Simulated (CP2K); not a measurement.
Consider ethylamine at its PBE geometry (Å).

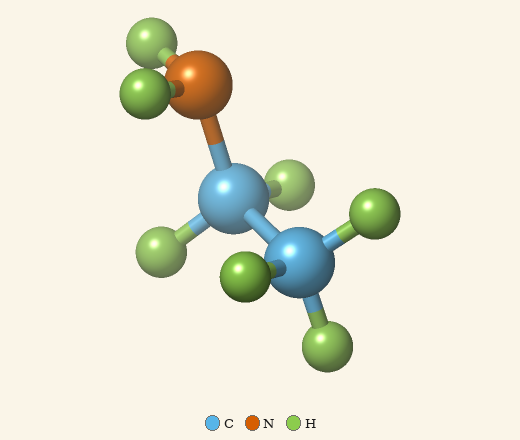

The molecule (carbon blue, nitrogen orange, hydrogen green).

```xyz
10

C     1.0539    0.4726   -0.0231
C    -0.0855   -0.5317   -0.1592
N    -1.3896    0.1483   -0.0528
H     2.0287   -0.0248   -0.1208
H     0.9803    1.2553   -0.7901
H     1.0296    0.9629    0.9624
H     0.0519   -1.3414    0.5844
H    -0.0419   -1.0062   -1.1519
H    -2.1522   -0.5293   -0.1127
H    -1.4752    0.5943    0.8639
```

Method: CP2K XAS_TDP, all-electron GAPW, PBEh(45%), aug-cc-pVDZ, TDA, GW2X-corrected core level, no relativity.

Q: Where do the C K-edge lines lie, and how strong are they?

Leading lines: C1 289.88 eV and C2 290.50 eV. The leading line of an atom is its first one with 35 % of the strongest within 2.5 eV of its lowest line over the strength cut. Core ionisation energies at this level: C1 291.89 and C2 292.67 eV.

The first six lines of each atom with a strength over 0.0015:

| atom | energy (eV) | states | strength, one atom | above the computed threshold |
| --- | --- | --- | --- | --- |
| C1 (bonded to C and 3 H) | 289.88 | 1 | 0.0061 |  |
|  | 290.57 | 1 | 0.0166 |  |
|  | 290.75 | 1 | 0.0087 |  |
|  | 290.89 | 1 | 0.0073 |  |
|  | 291.47 | 1 | 0.0048 |  |
|  | 291.79 | 1 | 0.0054 |  |
| C2 (bonded to C, N and 2 H) | 290.50 | 1 | 0.0114 |  |
|  | 291.27 | 1 | 0.0181 |  |
|  | 291.48 | 1 | 0.0066 |  |
|  | 292.69 | 1 | 0.0048 | yes |
|  | 292.80 | 1 | 0.0070 | yes |
|  | 292.90 | 1 | 0.0037 | yes |

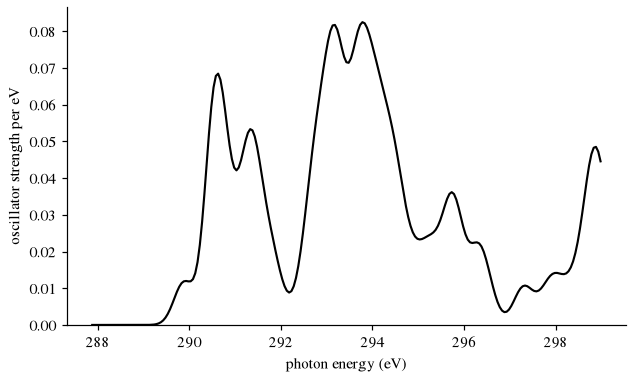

All atoms added, broadened by 0.5 eV.

Lines are vertical, at one geometry, with no vibrational structure. GW2X ionisation energies and lines can be off by 1 to 2 eV either way, and a good line position may hide errors that cancel. These values hold no scalar relativity, about 0.1 eV for C 1s. Rydberg lines, and the discretised continuum above threshold, depend on the basis and the box.

[Banner, clock and machine lines of the logs are left out without a mark of their own.]

[Logs are printed without paths, hosts, clocks, repeated set-up lines and the standing remarks that a program may print on its own settings, such as how far it seeks lower states.]

[Hosts, paths, dates, database ids (printed as entryN), source tags and the programs' standing remarks are cut or masked in the printed files.]
